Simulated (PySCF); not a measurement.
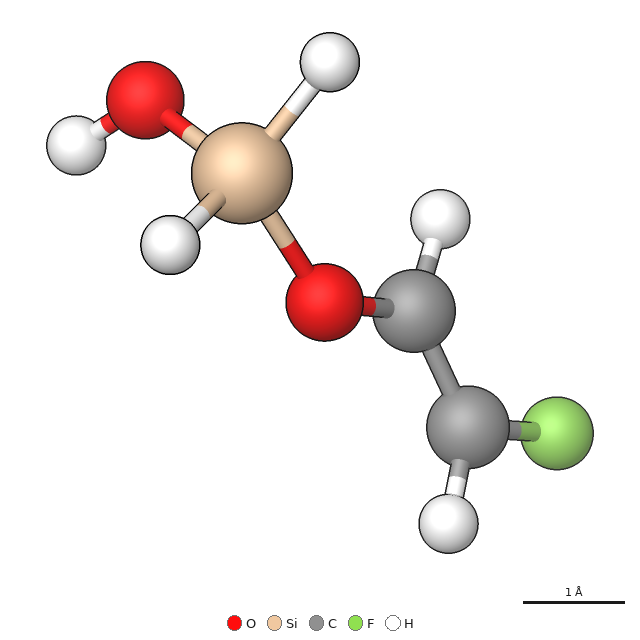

Computed geometry: GFN2-xTB optimisation. No frequency run is at hand to confirm it as a minimum.

What does the picture show?

It has 11 atoms: 2 carbon, 5 hydrogen, 1 fluorine, 2 oxygen and 1 silicon (C2H5FO2Si). As SMILES it reads `O[SiH2]O/C=C/F`. It has no ring. Among its groups: alkene, C–F bond, Si–H bond, Si–O bond. This geometry has C1 symmetry. Coordination: 2 O bent; 1 Si tetrahedral; 2 C trigonal planar.

The parts below concern this one geometry. Atoms keep their numbers from picture to picture.

Geometry

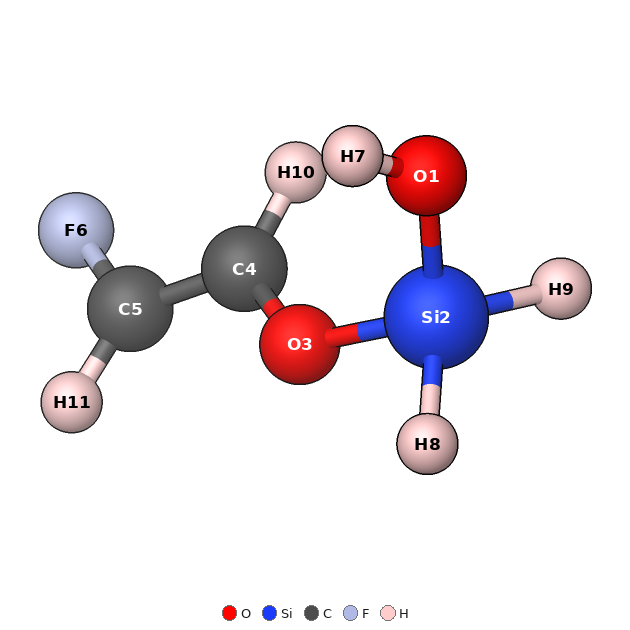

Numbered structure. No frequency run is at hand to confirm it as a minimum.

What are the angles Si2–O1–H7, O1–Si2–O3, O1–Si2–H8, O1–Si2–H9, O3–Si2–H8, O3–Si2–H9, Si2–O3–C4, O3–C4–C5, O3–C4–H10, C5–C4–H10, C4–C5–F6, C4–C5–H11, F6–C5–H11?

```tsv
angle	degrees
Si2–O1–H7	123.7
O1–Si2–O3	113.6
O1–Si2–H8	114.3
O1–Si2–H9	100.3
O3–Si2–H8	97.3
O3–Si2–H9	112.6
Si2–O3–C4	131.1
O3–C4–C5	121.6
O3–C4–H10	117.8
C5–C4–H10	120.6
C4–C5–F6	120.4
C4–C5–H11	126.3
F6–C5–H11	113.2
```

Excitation

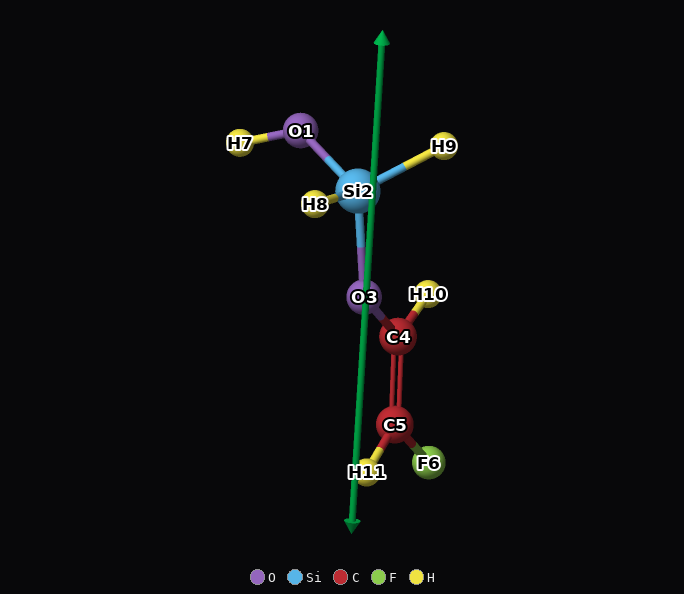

The double arrow shows the direction of the transition dipole to excited singlet state 4 (its length means nothing). No frequency run is at hand to confirm it as a minimum. Level of theory: TDDFT PBE0/def2-SVPD, vertical, gas phase, core orbitals frozen in the response (PySCF 2.14.0).

**How is the transition polarised?**

Nearly parallel to the Si2–O3 bond.

**Give its energy, strength and character.**

6.85 eV (181 nm), oscillator strength 0.24, mainly HOMO → LUMO+1 (weight 0.64); transition dipole 3.06 D.

NMR shielding

The questions are on isotropic NMR shieldings of the C atoms. No frequency run is at hand to confirm it as a minimum. Method: GIAO PBE0/pcSseg-1 NMR shielding, non-relativistic, gas phase (PySCF 2.14.0).

Give the isotropic NMR shieldings of the C atoms atom by atom.

```json
{"atom": "C4", "σ (ppm)": "48.7"}
{"atom": "C5", "σ (ppm)": "32.6"}
```

Charges

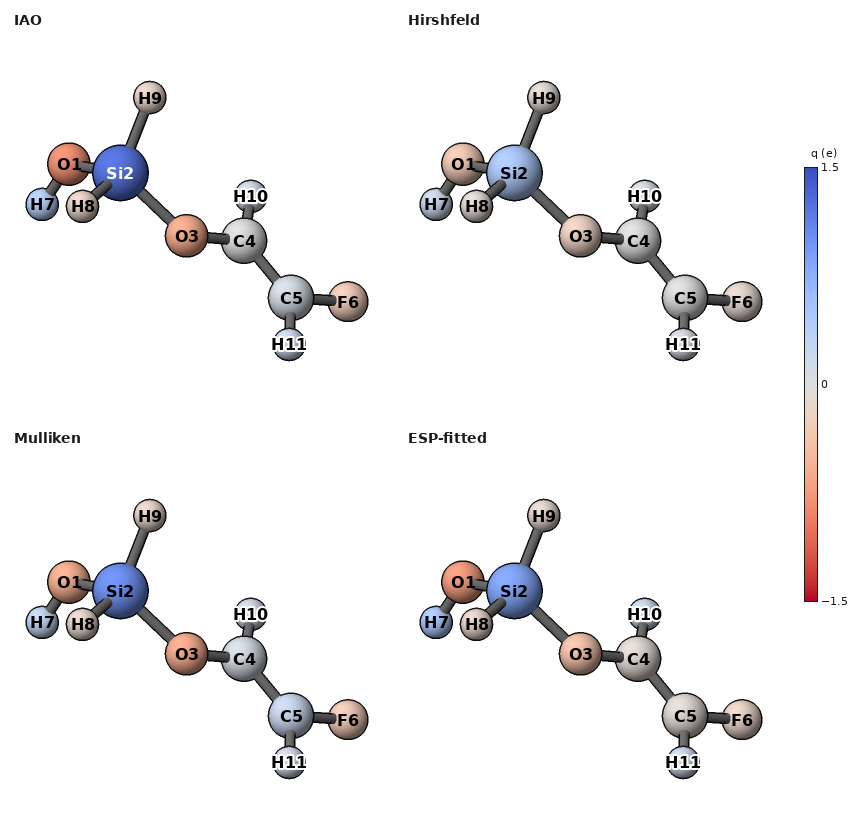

Atomic charges of one calculation by 4 schemes, on one colour scale. No frequency run is at hand to confirm it as a minimum. Level of theory: PBE0/pcSseg-1 (PySCF 2.14.0).

**On which atom do the schemes disagree most?**

On Si2 (from 0.46 to 1.21 e).

List the charges (e), one line for each set of equivalent atoms.

| atom | IAO | Hirshfeld | Mulliken | ESP-fitted |
| --- | --- | --- | --- | --- |
| O1 | −0.79 | −0.31 | −0.55 | −0.71 |
| Si2 | 1.21 | 0.46 | 0.99 | 0.81 |
| O3 | −0.59 | −0.20 | −0.59 | −0.38 |
| C4 | 0.00 | 0.00 | 0.08 | −0.08 |
| C5 | 0.09 | 0.01 | 0.19 | −0.06 |
| F6 | −0.27 | −0.10 | −0.29 | −0.16 |
| H7 | 0.37 | 0.18 | 0.25 | 0.46 |
| H8 | −0.16 | −0.08 | −0.15 | −0.15 |
| H9 | −0.16 | −0.08 | −0.15 | −0.11 |
| H10 | 0.15 | 0.05 | 0.11 | 0.19 |
| H11 | 0.16 | 0.06 | 0.11 | 0.19 |

Mulliken values depend strongly on the basis set and can even reverse the polarity of a bond. The geometry is semi-empirical. Around Si such bond lengths and angles can be off by a tenth of an ångström or more and by several degrees, and values that hang on the shape move with them.
